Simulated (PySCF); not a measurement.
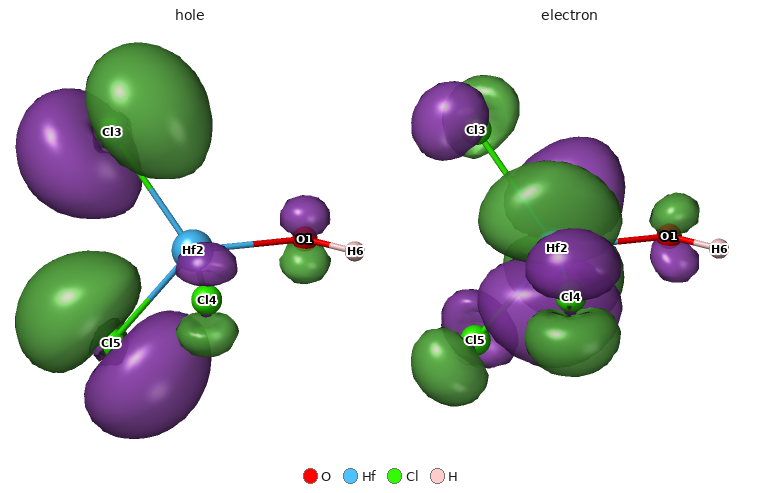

Figure 1: Cl3HHfO, SMILES `O[Hf](Cl)(Cl)Cl`. Leading natural transition orbital pair of S₁ (TDA singlet states); the surfaces enclose about 85 % of each orbital's density.

PySCF calculation, B3LYP/def2-SVP, gas phase; geometry: GFN2-xTB. Core potentials replace the inner electrons of Hf; spin–orbit coupling isn't included. This is a single-reference result, which may miss multireference character in this system. No frequency check shows the geometry to be a minimum. GFN2-xTB bond lengths at metals and heavier atoms can be off by up to 0.1 Å and shapes distorted, which carries into these values. Without diffuse functions Rydberg states are missing, so the states' numbers hold for this basis only.

Input script:

```python
import numpy as np
from pyscf import gto, scf, dft, tdscf
from pyscf.scf import atom_ks, atom_hf
from scipy.linalg import block_diag

def solve(mol, dm0=None, hcore=None):
    mf = (dft.UKS if mol.spin else dft.RKS)(mol, xc='b3lyp')
    mf.grids.level = 3
    mf = mf.density_fit(auxbasis='def2-universal-jkfit')
    mf.conv_tol, mf.max_cycle = 1e-8, 80
    if hcore is not None:
        mf.get_hcore = lambda *args: hcore
    mf.kernel(dm0)
    if not mf.converged:
        mf = mf.newton().run(mf.mo_coeff, mf.mo_occ, max_cycle=30)
    assert mf.converged, 'SCF not converged'
    return mf

mol = gto.M(atom='''
O     -0.68204    -0.01216     1.91602
Hf    -0.01996    -0.00132     0.20597
Cl     1.19182     1.77086    -0.44558
Cl    -1.91766    -0.01252    -1.00389
Cl     1.22583    -1.74597    -0.45300
H     -1.60634    -0.01806     2.18417
''', basis='def2-svp', ecp={'Hf': 'def2-svp'}, charge=0, spin=0, verbose=4)
mf = solve(mol)
td = mf.TDA()
td.nstates, td.singlet, td.conv_tol = 5, True, 1e-5
td.kernel()
td.analyze()
x, y = np.array([p[0] for p in td.xy]), np.array([p[1] + 0 * p[0] for p in td.xy])
f, mu = td.oscillator_strength(), td.transition_dipole()
nto = [td.get_nto(state=i + 1, verbose=4) for i in range(len(td.e))]
# spherically averaged free atoms, for the promolecule
atom_ks.AtomSphAverageRKS.init_guess_by_vsap = lambda self, mol=None: self.init_guess_by_minao(mol)  # core potentials
atm = atom_ks.get_atm_nrks(mol, xc='b3lyp')
pro = block_diag(*[(atm[a[0]][2] * atm[a[0]][3]) @ atm[a[0]][2].T for a in mol._atom])
np.savez('result.npz', e=td.e, f=f, ok=td.converged, w=[n[0] for n in nto], nto=[n[1] for n in nto], x=x, y=y, c=mf.mo_coeff, occ=mf.mo_occ, eps=mf.mo_energy, pro=pro, mu=mu)
```

Run with:

```sh
OMP_NUM_THREADS=1 python input.py
```

The run took 56 s on 1 thread of Intel(R) Xeon(R) 6975P-C (Granite Rapids), on a shared host, peak memory 0.59 GiB.

Give its energy, strength and character.

Answer. 6.60 eV (188 nm), f = 0.002, ligand-to-metal charge transfer; the leading pair carries 95 %; hole on Cl3 and Cl5 (43 % each) and Hf2 (6 %), electron on Hf2 (68 %), Cl4 (12 %) and Cl3 and Cl5 (8 % each); their centroids lie 1.1 Å apart. In canonical orbitals it is mainly HOMO → LUMO (80 %). The HOMO–LUMO gap is 7.75 eV.
